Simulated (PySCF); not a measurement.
# C2H7AlClO, charge −1, SMILES `[OH-].C[Al](C)Cl`: electronic structure

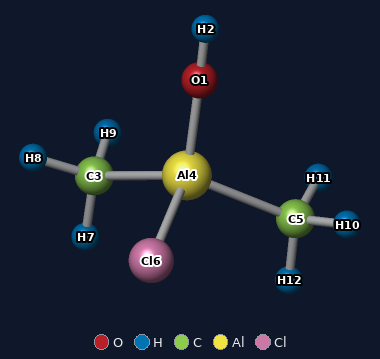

The molecule, with its atoms numbered as below. The pair's geometry is semi-empirical, so its contact may be too short or too long.

Geometry (Å), atoms numbered from 1:

```
O1      -0.6523   -0.0002   -1.7674
H2      -0.7552    0.0008   -2.7060
C3      -1.0735    1.6790    0.7940
Al4     -0.3261   -0.0001   -0.1183
C5      -1.0757   -1.6775    0.7946
Cl6      1.7966   -0.0007    0.1728
H7      -0.8912    1.6991    1.8736
H8      -0.6620    2.6191    0.4072
H9      -2.1599    1.7592    0.6750
H10     -0.6654   -2.6183    0.4082
H11     -2.1622   -1.7564    0.6757
H12     -0.8934   -1.6974    1.8742
```

Part 1: Bonding charge

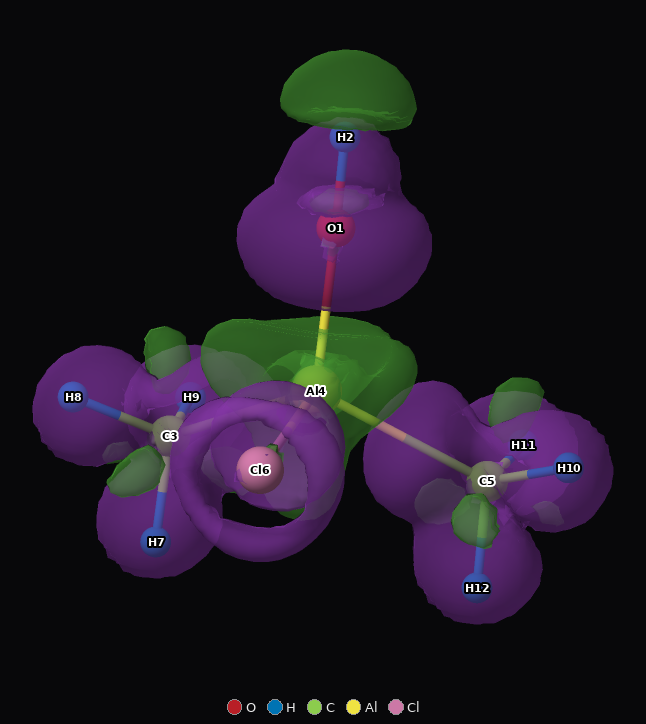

Deformation density (molecule less spherical, spin-averaged free atoms at the same positions), surfaces at ±0.05 e/Å³; purple: gain, green: loss.

Level of theory: TPSS/def2-SVPD (PySCF), at a geometry from GFN2-xTB.

**How much density has each bond gained at its critical point, relative to the free atoms?**

O1–H2: +0.79 e/Å³ at the bond critical point (bond length 0.94 Å). C3–H7 and C5–H12: +0.55 e/Å³ at the bond critical point (bond length 1.09 Å). C5–H10 and C3–H8: +0.55 e/Å³ at the bond critical point (bond length 1.10 Å). C3–H9 and C5–H11: +0.55 e/Å³ at the bond critical point (bond length 1.10 Å). Al4–C5 and C3–Al4: +0.09 e/Å³ at the bond critical point (bond length 2.05 Å). Al4–Cl6: 0.00 e/Å³ at the bond critical point (bond length 2.14 Å). O1–Al4: −0.02 e/Å³ at the bond critical point (bond length 1.68 Å); up to 0.6 Å beside the axis the gain reaches +0.19 e/Å³. In all, 2.8 electrons gather in the regions of gain relative to the promolecule of neutral atoms (this includes the anion's extra charge). A small or negative value marks a very polar bond, one between electron-rich atoms, whose free-atom densities already overlap strongly, a long bond to a heavier atom, or a closed-shell contact such as a hydrogen bond.

**Where do the Hirshfeld charges lie?**

The highest Hirshfeld charge is on Al4 (+0.31 e), the lowest on O1 (−0.41 e).

```
atom  charge (e)
  O1       −0.41
  H2       +0.11
  C3       −0.27
 Al4       +0.31
  C5       −0.27
 Cl6       −0.38
  H7       −0.01
  H8       −0.02
  H9       −0.02
 H10       −0.02
 H11       −0.02
 H12       −0.01
```

Part 2: Bond critical points

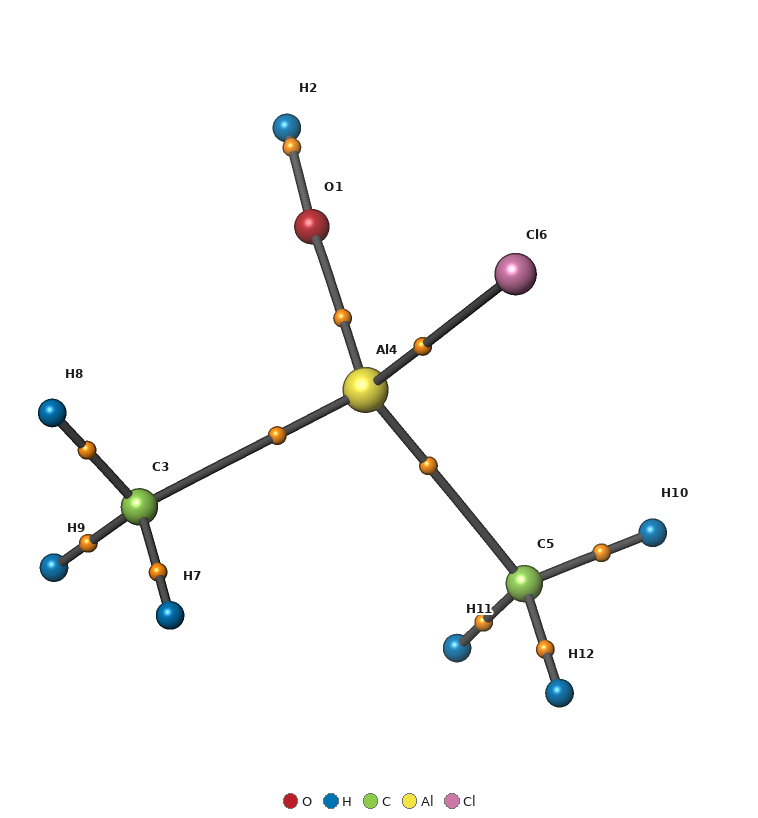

Molecular graph of the electron density (QTAIM): bond paths, bond critical points (orange), ring points (yellow, if any); weak paths are dashed.

**How many critical points of each kind are there, and does the count close?**

12 nuclei, 11 bond, 0 ring and 0 cage critical points: 12 − 11 + 0 − 0 = 1, as the Poincaré–Hopf relation requires.

**What does the calculation give at each kind of bond critical point?**

```json
{"bond": "O1–H2", "length (Å)": "0.944", "ρ (a.u.)": "0.370", "∇²ρ (a.u.)": "−2.25", "ε": "0.00", "H (a.u.)": "−0.645"}
{"bond": "C3–H7 (2 alike)", "length (Å)": "1.095", "ρ (a.u.)": "0.263", "∇²ρ (a.u.)": "−0.86", "ε": "0.05", "H (a.u.)": "−0.273"}
{"bond": "C3–H9 (2 alike)", "length (Å)": "1.096", "ρ (a.u.)": "0.262", "∇²ρ (a.u.)": "−0.85", "ε": "0.05", "H (a.u.)": "−0.271"}
{"bond": "C5–H10 (2 alike)", "length (Å)": "1.097", "ρ (a.u.)": "0.262", "∇²ρ (a.u.)": "−0.86", "ε": "0.05", "H (a.u.)": "−0.271"}
{"bond": "O1–Al4", "length (Å)": "1.681", "ρ (a.u.)": "0.092", "∇²ρ (a.u.)": "+0.91", "ε": "0.00", "H (a.u.)": "+0.014"}
{"bond": "Al4–C5 (2 alike)", "length (Å)": "2.052", "ρ (a.u.)": "0.069", "∇²ρ (a.u.)": "+0.27", "ε": "0.03", "H (a.u.)": "−0.016"}
{"bond": "Al4–Cl6", "length (Å)": "2.143", "ρ (a.u.)": "0.059", "∇²ρ (a.u.)": "+0.29", "ε": "0.04", "H (a.u.)": "−0.007"}
```

**What kind of interaction is O1–Al4?**

Closed-shell in type, a strong and largely ionic bond: ρ = 0.092, ∇²ρ = +0.91, H = +0.014 a.u.

Part 3: Local ionisation energy

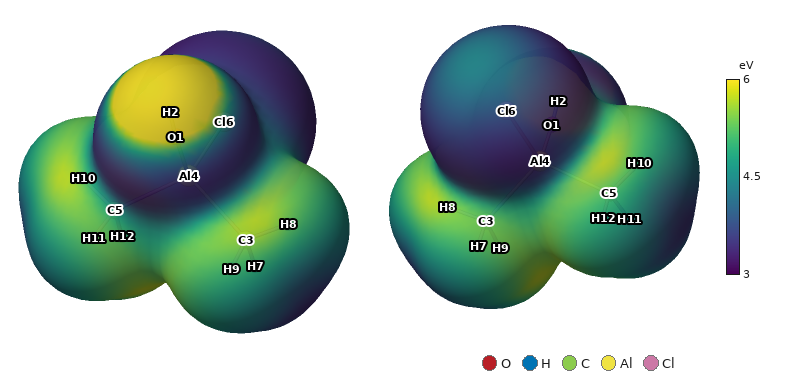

Average local ionisation energy on the surface of electron density 0.001 a.u. (back view left, front view right).

**Locate the minima of the map.**

The lowest value is 3.3 eV, 2.2 Å from Cl6, and at like points elsewhere. Further minima include 3.3 eV, 1.9 Å from O1; 3.3 eV, near H11 (1.96 Å), H10 (2.01 Å), H12 (2.05 Å) and C5 (2.16 Å), and at like points elsewhere. For comparison, the highest occupied orbital lies at −1.0 eV.
